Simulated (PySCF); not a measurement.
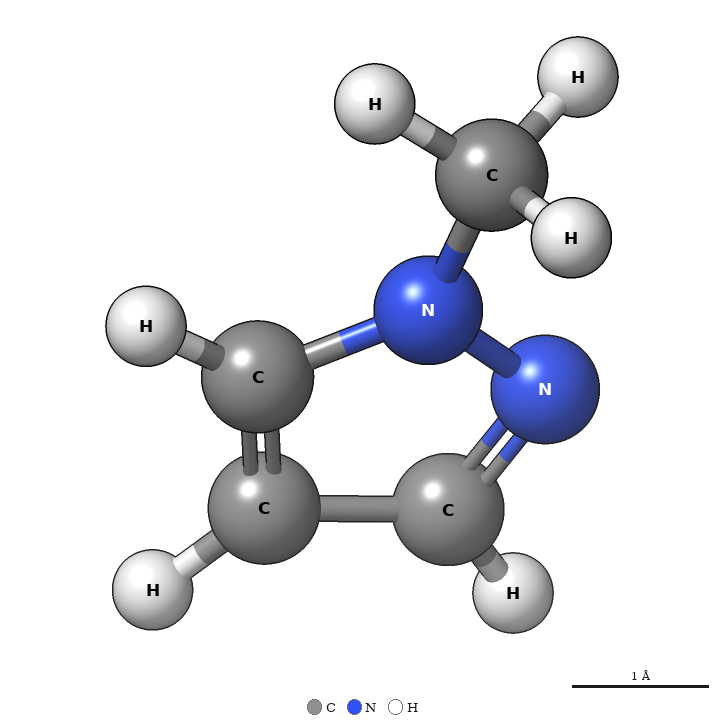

A ball-and-stick model of a molecule. Double and triple bonds are drawn as two and three sticks.

Computed geometry: PBE0-D3(BJ)/def2-SVP optimisation. No frequency run is at hand to confirm it as a minimum.

What does the picture show?

The molecule is C4H6N2. SMILES: `Cn1cccn1`. Independent rings (smallest set): 1 of 5 members, 1 of them aromatic. Coordination: 1 C tetrahedral; 1 N trigonal planar; 3 C trigonal planar; 1 N bent.

More results for the same structure follow; atom numbers are the same in all pictures, views and colours differ.

### Geometry

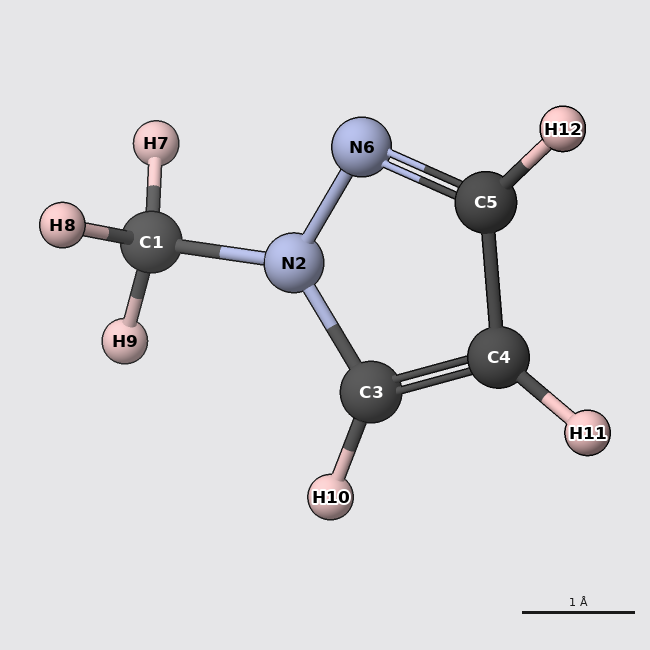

Numbered structure. No frequency run is at hand to confirm it as a minimum.

What are the angles C1–N2–C3, C1–N2–N6, N2–C1–H8, N2–C1–H9, N2–C3–H10, N2–N6–C5, C3–N2–N6, C3–C4–C5, C4–C3–H10, C4–C5–N6, C5–C4–H11, N6–C5–H12?

| angle | degrees |
| --- | --- |
| C1–N2–C3 | 127.6 |
| C1–N2–N6 | 119.7 |
| N2–C1–H8 | 110.9 |
| N2–C1–H9 | 109.3 |
| N2–C3–H10 | 121.7 |
| N2–N6–C5 | 105.3 |
| C3–N2–N6 | 112.6 |
| C3–C4–C5 | 104.0 |
| C4–C3–H10 | 131.7 |
| C4–C5–N6 | 111.5 |
| C5–C4–H11 | 128.5 |
| N6–C5–H12 | 119.9 |

### Quadrupole coupling

No frequency run is at hand to confirm it as a minimum. Electric field gradients from the ground-state density, PBE0/def2-TZVP (PySCF 2.14.0), non-relativistic apart from any core potentials.

Give the largest field-gradient component, the quadrupole coupling constant and the asymmetry for 14N at N2 (Q = 20.44 mb), 14N at N6 (Q = 20.44 mb).

```csv
atom,V_zz (a.u.),e²qQ/h (MHz),η
N2,−0.645,−3.10,0.37
N6,−0.957,−4.59,0.58
```

### Charges

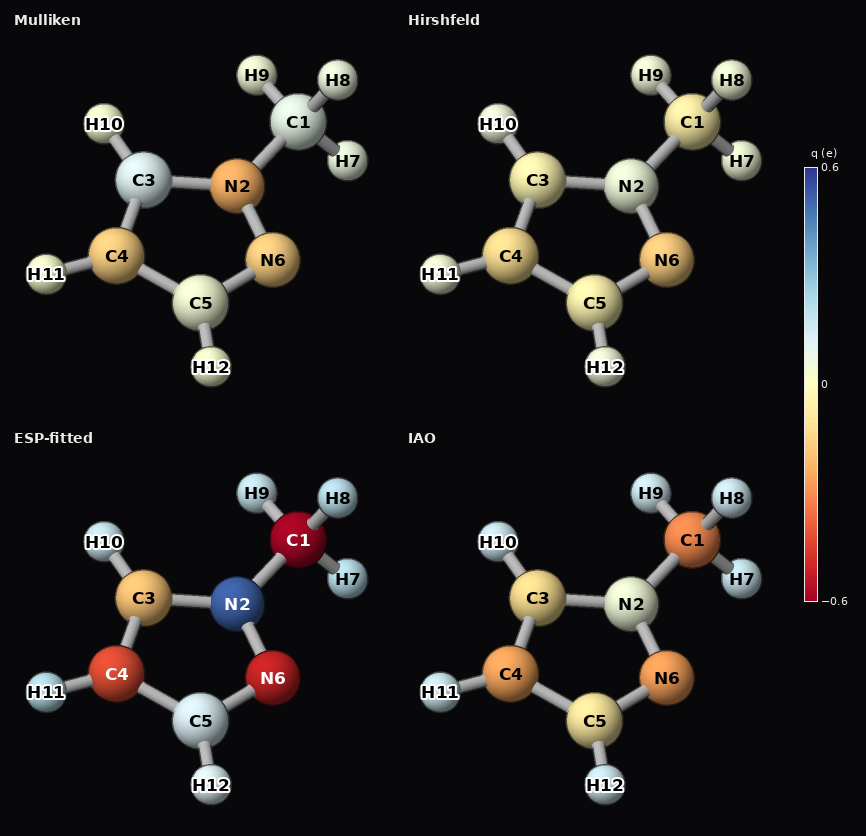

Atomic charges of one calculation by 4 schemes, on one colour scale. No frequency run is at hand to confirm it as a minimum. Method: PBE0/def2-SVP (PySCF 2.14.0).

**Which scheme gives the most polar picture (largest mean size of the charges)?**

The ESP-fitted charges are the largest in size here, and the Hirshfeld charges the smallest.

**On which atom do the schemes disagree most?**

On N2 (from −0.22 to 0.51 e).

List the charges (e), one line for each set of equivalent atoms.

| atom | Mulliken | Hirshfeld | ESP-fitted | IAO |
| --- | --- | --- | --- | --- |
| C1 | 0.09 | −0.05 | −0.59 | −0.30 |
| N2 | −0.22 | 0.06 | 0.51 | 0.05 |
| C3 | 0.11 | −0.03 | −0.18 | −0.11 |
| C4 | −0.15 | −0.11 | −0.41 | −0.25 |
| C5 | 0.04 | −0.04 | 0.13 | −0.07 |
| N6 | −0.15 | −0.16 | −0.51 | −0.25 |
| H7 | 0.07 | 0.06 | 0.20 | 0.16 |
| H8 | 0.07 | 0.05 | 0.20 | 0.15 |
| H9 | 0.05 | 0.06 | 0.17 | 0.15 |
| H10 | 0.03 | 0.06 | 0.16 | 0.15 |
| H11 | 0.03 | 0.05 | 0.21 | 0.15 |
| H12 | 0.03 | 0.05 | 0.12 | 0.15 |

### Ring current

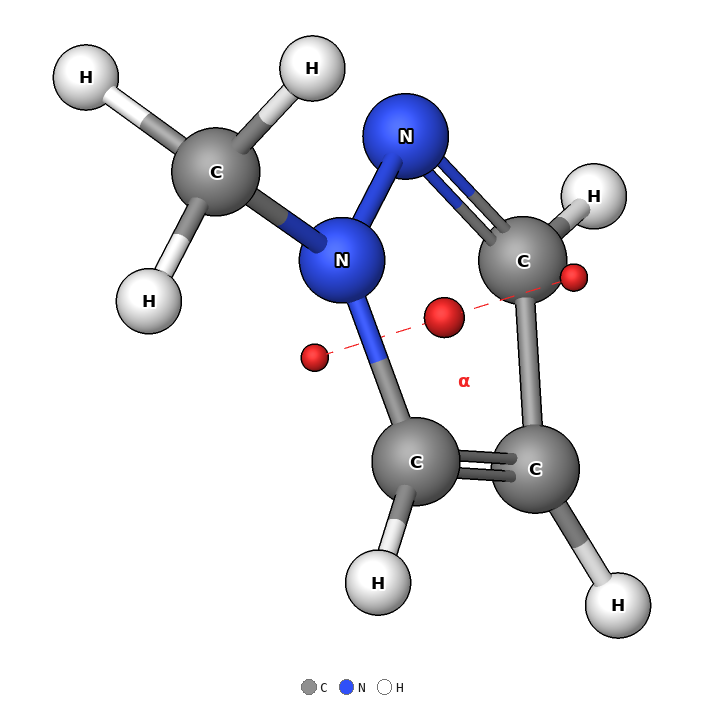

The small points mark where nucleus-independent chemical shifts (NICS) were computed: at the centre of each lettered ring and 1 Å above and below it. No frequency run is at hand to confirm it as a minimum. Properties computed with GIAO PBE0/def2-SVP NMR shielding, non-relativistic, gas phase (PySCF 2.14.0).

Give NICS(0), NICS(1) and the out-of-plane component NICS(1)zz for each ring (means of the two sides).

```json
{"ring": "α", "members": "C3N2", "NICS(0)": "−13.6", "NICS(1)": "−11.8", "NICS(1)zz": "−31.1"}
```

Values in ppm.

**What do the values say about the ring currents?**

Ring α: diatropic, as in an aromatic ring. NICS is one index among several.

Mulliken values depend strongly on the basis set and can even reverse the polarity of a bond.
